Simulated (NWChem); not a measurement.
# A workflow on the pair C2H3B···P2H4

Aim: a single-point energy (singlet C2H7BP2, HF/jun-cc-pV(D+d)Z), then the energy (singlet C2H3B, HF/jun-cc-pV(D+d)Z), then a single-point energy (singlet P2H4, HF/jun-cc-pV(D+d)Z), then a single-point energy (singlet C2H3B, HF/jun-cc-pV(D+d)Z), then the energy (singlet P2H4, HF/jun-cc-pV(D+d)Z) of C2H7BP2 and its partners. 

The results are computed with NWChem 7.3.0.

## Step 1: The structure to begin with

The species is C2H7BP2 (12 atoms), meant as a singlet with charge 0. The two molecules were placed rigidly side by side, at 0.8 times their contact distance; the pair isn't optimised.

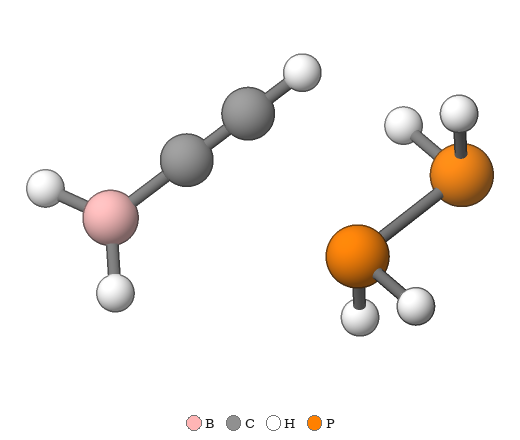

The structure, seen from a chosen angle (boron pink, carbon grey, hydrogen white, phosphorus orange).

## Step 2: The energy at HF/jun-cc-pV(D+d)Z (run 1)

The input, c2h7bp2.nw:

```
start c2h7bp2
memory 2200 mb

geometry units atomic noautosym nocenter noautoz
 B   -1.58251335   1.24340200  -0.73056812
 C    0.51319292  -0.40330535   0.23734960
 C    2.20279705  -1.73083795   1.01705060
 H   -3.33202179   0.31630236  -1.81035763
 H   -1.49350725   3.47497958  -0.41744050
 H    3.69209021  -2.90057842   1.70396605
 P   -0.22274202  -6.49897601  -0.77941754
 P    3.80345177  -7.67820291  -1.11497621
 H   -0.50463246  -6.11090186  -3.42348454
 H   -1.15146682  -9.01442825  -0.95561560
 H    4.09212633  -8.05066793   1.53048919
 H    4.72920970  -5.16061528  -0.95571009
end

basis spherical bse
 B library "jun-cc-pV(D+d)Z"
 C library "jun-cc-pV(D+d)Z"
 H library "jun-cc-pV(D+d)Z"
 P library "jun-cc-pV(D+d)Z"
end

scf
 thresh 1e-08
 maxiter 80
 print low
end

task scf energy
```

Run with:

```sh
$ nwchem c2h7bp2.nw > c2h7bp2.out
```

What it wrote:

```text
[...]
  functions       =   143
[...]
  wavefunction    = RHF
[...]
         Total SCF energy =   -785.883443780261
      One-electron energy =  -1538.919948103747
      Two-electron energy =    523.663043295567
 Nuclear repulsion energy =    229.373461027919
        Time for solution =    135.5s
 Task  times  cpu:      138.2s     wall:      138.2s
[...]
```

Wall time 2.3 min (1 thread of Intel Xeon Platinum 8488C (Sapphire Rapids), shared host); peak memory 0.099 GiB.

## Step 3: C2H3B: the energy at HF/jun-cc-pV(D+d)Z (run 2)

The input, c2h3b.nw:

```
start c2h3b
memory 2200 mb
charge 0

geometry units atomic noautosym nocenter noautoz
  B   -1.58251335   1.24340200  -0.73056812
  C    0.51319292  -0.40330535   0.23734960
  C    2.20279705  -1.73083795   1.01705060
  H   -3.33202179   0.31630236  -1.81035763
  H   -1.49350725   3.47497958  -0.41744050
  H    3.69209021  -2.90057842   1.70396605
end

basis spherical bse
  * library "jun-cc-pV(D+d)Z"
end

scf
  singlet
  rhf
  thresh 1e-08
  maxiter 80
  print low
end

task scf energy
```

Run with:

```sh
$ nwchem c2h3b.nw > c2h3b.out
```

What it wrote:

```text
[...]
  functions       =    69
[...]
  wavefunction    = RHF
[...]
         Total SCF energy =   -102.097598695196
      One-electron energy =   -228.534366549217
      Two-electron energy =     79.698644695301
 Nuclear repulsion energy =     46.738123158720
        Time for solution =      8.0s
 Task  times  cpu:        8.3s     wall:        8.3s
[...]
```

Wall time 9.3 s (1 thread of Intel Xeon Platinum 8488C (Sapphire Rapids), shared host); peak memory 0.094 GiB.

## Step 4: P2H4: a single-point energy at HF/jun-cc-pV(D+d)Z (run 3)

The input, work.nw:

```
start work
memory total 2200 mb
geometry units angstroms noautosym nocenter noautoz
P     -0.117870    -3.439110    -0.412450
P      2.012700    -4.063130    -0.590020
H     -0.267040    -3.233750    -1.811630
H     -0.609330    -4.770230    -0.505690
H      2.165460    -4.260230     0.809900
H      2.502590    -2.730880    -0.505740
end
basis spherical bse
* library "jun-cc-pV(D+d)Z"
end
scf
thresh 1e-08
maxiter 80
print low
end
task scf energy
```

Run with:

```sh
$ nwchem work.nw > work.out
```

What it wrote:

```text
[...]
  functions       =    74
[...]
  wavefunction    = RHF
[...]
         Total SCF energy =   -683.804415489106
      One-electron energy =  -1122.347530602037
      Two-electron energy =    349.924174670814
 Nuclear repulsion energy =     88.618940442117
        Time for solution =     19.1s
 Task  times  cpu:       19.9s     wall:       19.9s
[...]
```

Run time: 21 s. Hardware: 1 thread of Intel Xeon Platinum 8488C (Sapphire Rapids), shared host; peak memory 0.094 GiB.

## Step 5: C2H3B among ghost functions: the energy at HF/jun-cc-pV(D+d)Z (with ghost functions) (run 4)

The input, c2h3b.nw:

```
start c2h3b
memory 2200 mb
charge 0

geometry units bohr noautosym nocenter noautoz
  B   -1.58251335   1.24340200  -0.73056812
  C    0.51319292  -0.40330535   0.23734960
  C    2.20279705  -1.73083795   1.01705060
  H   -3.33202179   0.31630236  -1.81035763
  H   -1.49350725   3.47497958  -0.41744050
  H    3.69209021  -2.90057842   1.70396605
  bqP     -0.222742    -6.498976    -0.779418
  bqP      3.803452    -7.678203    -1.114976
  bqH     -0.504632    -6.110902    -3.423485
  bqH     -1.151467    -9.014428    -0.955616
  bqH      4.092126    -8.050668     1.530489
  bqH      4.729210    -5.160615    -0.955710
end

basis spherical bse
  B library "jun-cc-pV(D+d)Z"
  C library "jun-cc-pV(D+d)Z"
  H library "jun-cc-pV(D+d)Z"
  bqP library P "jun-cc-pV(D+d)Z"
  bqH library H "jun-cc-pV(D+d)Z"
end

scf
  thresh 1e-08
  maxiter 80
  print low
end

task scf
```

Run with:

```sh
$ nwchem c2h3b.nw > c2h3b.out
```

What it wrote:

```text
[...]
  functions       =   143
[...]
  wavefunction    = RHF
[...]
         Total SCF energy =   -102.097707898846
      One-electron energy =   -228.535619759281
      Two-electron energy =     79.699788701715
 Nuclear repulsion energy =     46.738123158720
        Time for solution =    112.2s
 Task  times  cpu:      113.0s     wall:      113.0s
[...]
```

It took 1.9 min on 1 thread of Intel Xeon Platinum 8488C (Sapphire Rapids), shared host; peak memory 0.097 GiB.

## Step 6: P2H4 among ghost functions: the energy at HF/jun-cc-pV(D+d)Z (with ghost functions) (run 5)

The input, nw.nw:

```
echo
start nw
title "H4P2"
memory stack 880 mb heap 220 mb global 1100 mb
charge 0
geometry units atomic noautosym nocenter noautoz
 P  -0.22274202 -6.49897601 -0.77941754
 P   3.80345177 -7.67820291 -1.11497621
 H  -0.50463246 -6.11090186 -3.42348454
 H  -1.15146682 -9.01442825 -0.95561560
 H   4.09212633 -8.05066793  1.53048919
 H   4.72920970 -5.16061528 -0.95571009
 bqB     -1.582513     1.243402    -0.730568
 bqC      0.513193    -0.403305     0.237350
 bqC      2.202797    -1.730838     1.017051
 bqH     -3.332022     0.316302    -1.810358
 bqH     -1.493507     3.474980    -0.417441
 bqH      3.692090    -2.900578     1.703966
end
basis spherical bse
 P library "jun-cc-pV(D+d)Z"
 H library "jun-cc-pV(D+d)Z"
 bqB library B "jun-cc-pV(D+d)Z"
 bqC library C "jun-cc-pV(D+d)Z"
 bqH library H "jun-cc-pV(D+d)Z"
end
scf
 thresh 1e-08
 maxiter 80
 print low
end
task scf energy
```

Run with:

```sh
$ nwchem nw.nw > nw.out
```

What it wrote:

```text
[...]
  functions       =   143
[...]
  wavefunction    = RHF
[...]
         Total SCF energy =   -683.804863708965
      One-electron energy =  -1122.346102870041
      Two-electron energy =    349.922305123564
 Nuclear repulsion energy =     88.618934037512
        Time for solution =    106.8s
 Task  times  cpu:      108.8s     wall:      108.8s
[...]
```

It took 1.8 min on 1 thread of Intel Xeon Platinum 8488C (Sapphire Rapids), shared host; peak memory 0.097 GiB.

## Step 7: What came out

```
                                                                                                                 quantity          value
                                                                                  run 1, HF/jun-cc-pV(D+d)Z: total energy  -785.88344 Eh
                                                                                                      C2H3B: total energy  -102.09760 Eh
                                                                                                       P2H4: total energy  -683.80442 Eh
                                                                                C2H3B among ghost functions: total energy  -102.09771 Eh
                                                                                 P2H4 among ghost functions: total energy  -683.80486 Eh
              interaction energy of the rigid parts C2H3B and P2H4 (parts in their own basis; closest atoms 1.93 Å apart)       0.505 eV
interaction energy of the rigid parts C2H3B and P2H4 (parts in the whole basis, counterpoise; closest atoms 1.93 Å apart)       0.520 eV
```

**Reading.** The interaction energy of the rigid parts C2H3B and P2H4 (parts in their own basis; closest atoms 1.93 Å apart) is 0.51 eV (11.7 kcal/mol): the parts repel at this shape. Without counterpoise this holds the superposition error of the basis. The interaction energy of the rigid parts C2H3B and P2H4 (parts in the whole basis, counterpoise; closest atoms 1.93 Å apart) is 0.52 eV (12.0 kcal/mol): the parts repel at this shape. The basis-set superposition error is 1.5 kJ/mol.
